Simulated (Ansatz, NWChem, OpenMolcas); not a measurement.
# How basis sets differ on C2H4BCl (SMILES C=CBCl)

C2H4BCl has 8 atoms, charge 0, and is taken as a singlet. As SMILES, `C=CBCl`. The shape is that of a PBE0-D4/def2-TZVP optimisation. This is one conformer, not always the lowest.

```xyz
8

C     0.3574    1.2199   -0.2600
C     0.3538    0.0577    0.4011
B    -0.5286   -1.0944   -0.0864
Cl   -0.5551   -2.6276    0.7566
H    -0.2597    1.3604   -1.1428
H     0.9651    2.0670    0.0449
H     0.9840   -0.0487    1.2813
H    -1.2250   -0.9915   -1.0504
```

Quantity: the dipole moment, in D. The values are calculated.

| level | kind | program | value (D) | CPU time |
| --- | --- | --- | --- | --- |
| HF/ANO-R0 (sfX2C) | Hartree–Fock | OpenMolcas | 1.54 | 1.8 s |
| HF/ANO-RCC-MB (DKH2) | Hartree–Fock | OpenMolcas | 2.57 | 2 s |
| HF/STO-3G | Hartree–Fock | Ansatz | 2.78 | 0.39 s |
| HF/3-21G | Hartree–Fock | Ansatz | 3.18 | 0.67 s |
| HF/6-31G** (spherical functions) | Hartree–Fock | Ansatz | 2.54 | 2.5 s |
| HF/def2-SVP | Hartree–Fock | Ansatz | 2.18 | 2 s |
| HF/def2-SVPD | Hartree–Fock | NWChem | 2.33 | 71 s |
| HF/pcseg-2 | Hartree–Fock | Ansatz | 2.32 | 14 s |

The values span 1.54 to 3.18 D. Magnitudes only. Sets without polarisation functions give poor dipoles. Without the sets that lack polarisation functions the rows with a basis span only 2.18 to 2.54 D. CPU times are rough (shared hosts, several kinds of processor and program).

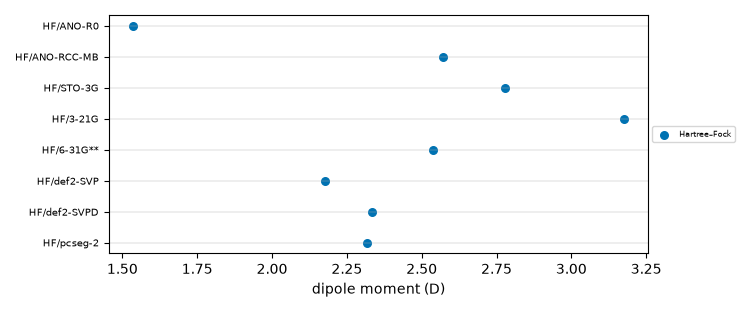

The values of the table, level by level.
